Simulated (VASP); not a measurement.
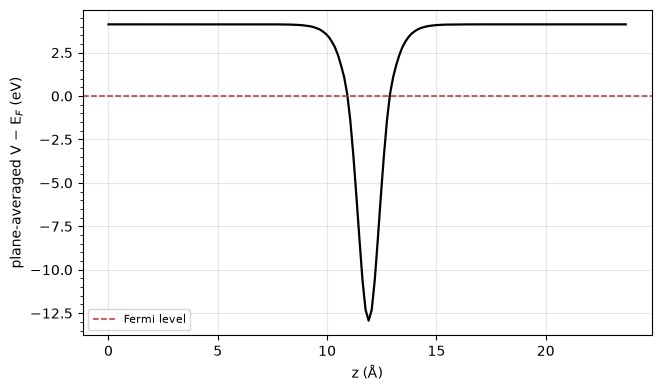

Figure 1: LiTi. Plane average of the electrostatic potential energy of an electron across the slab.

All numbers below come from Kohn-Sham DFT of a periodic cell, PBE, VASP PAW PBE potentials, recommended in VASP.

In a PAW calculation such maps are meaningful between the atoms, not at the nuclei.

```xyz
2
Lattice="3.6390 0.0000 0.0000 0.0000 3.6390 0.0000 0.0000 0.0000 23.8000" Properties=species:S:1:pos:R:3 pbc="T T T"
Li    0.0000    0.0000    7.0001
Ti    1.8195    1.8195    7.0001
```

How far above the Fermi level of the calculation is the vacuum level?

Answer. 4.1 eV.

What are the slab's thickness and the vacuum gap?

Answer. The outermost nuclei are 0.0 Å apart, in 1 atomic plane; the vacuum between periodic images is 23.8 Å wide.
